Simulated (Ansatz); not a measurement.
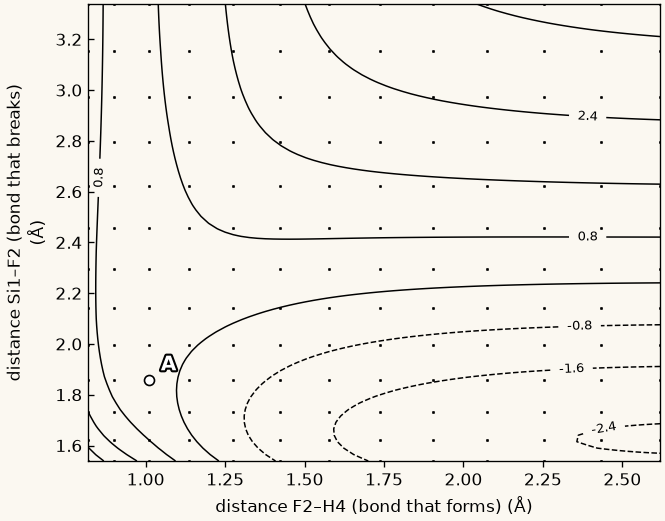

The reacting system FH₃OSi (fragments FH₃OSi where the first distance is long, H₂OSi + FH where the second is long). 
- First axis: distance F2–H4 (bond that forms). Second axis: distance Si1–F2 (bond that breaks).
- Relaxed at each point: all other coordinates.
- Grid: 13 × 13 points.
- Points are written as (first, second).
- All energies are given in eV relative to a guessed transition structure relaxed with its forming and breaking bonds held.
- The reference is spin-restricted, so regions where a bond is pulled apart into radicals lie too high.
- All numbers below come from RKS PBE0-D4/def2-SVP (Ansatz 0.2.0).

In the figure: contour lines labelled in eV, dots at the grid points, the point A. Between grid points the surface is interpolated.

Q: Is A at rest? If not, where is it pushed?

A: A, at (1.011 Å, 1.857 Å), is not a stationary point. The computed force is 2.9 eV for each Å towards larger values of the first coordinate and 0.51 eV for each Å towards larger values of the second coordinate.
